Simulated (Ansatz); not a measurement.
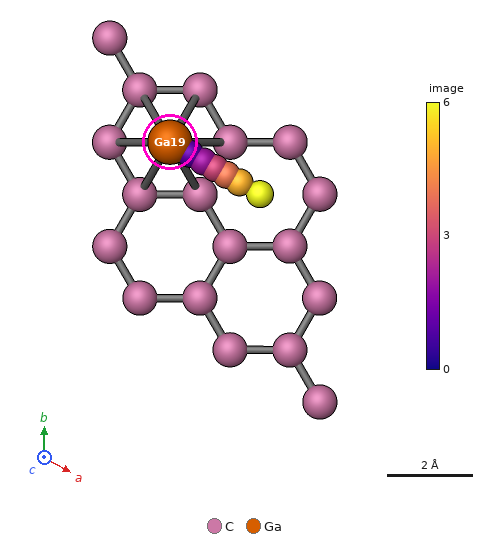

A search for the minimum-energy path of Ga on graphene monolayer (19 atoms in the cell) by the nudged elastic band. Images are numbered from 0 (start) to 6 (end). The start is drawn whole; smaller spheres mark the moving atoms (Ga) in the later images, joined by lines and coloured by the number of the image. A ball-and-stick model of the simulation cell, with the vacuum cut short (origin moved), seen along the c axis. The moving atom is ringed, with any periodic copies. Bonds to atoms that aren't drawn are left out.

All numbers below come from DFT PBE, scalar-relativistic, plane waves, PAW in Ansatz 0.2.0. Set-up: plane-wave cutoff 420 eV; k-point mesh 2 × 2 × 1; Gaussian smearing 0.05 eV; spin collinear; 5 movable images; climbing image; force threshold 0.05 eV/Å; iteration limit 51; optimiser L-BFGS; starting path by straight interpolation.

What moves, how far, and at what cost in energy?

Answer. The adsorbate starts on a hollow site and hops by a lattice vector of the surface; other mechanisms, such as exchange with a surface atom, weren't searched. The Ga atom travels furthest, 2.47 Å from end to end, on a straight line. At the highest image its nearest neighbour (C) is 2.38 Å away, against 2.60 Å at the start. The barrier is about 0.162 eV in both directions, with image 3 at the top; the ends have the same energy. The band converged in 10 iterations. The largest component of the band force went from 1.6 to 0.032 eV/Å. The climbing image converged on the top of the path. A check of its curvatures didn't confirm a first-order saddle.

Limits of the set-up: the k-point mesh is coarse for a cell with partly filled bands; the periodic images lie only 7.4 Å apart, so the values are limited by the cell's size.

Cost: 4 min on 2 threads of INTEL(R) XEON(R) PLATINUM 8581C CPU @ 2.10GHz (Emerald Rapids) (shared host), peak memory 1.8 GiB.
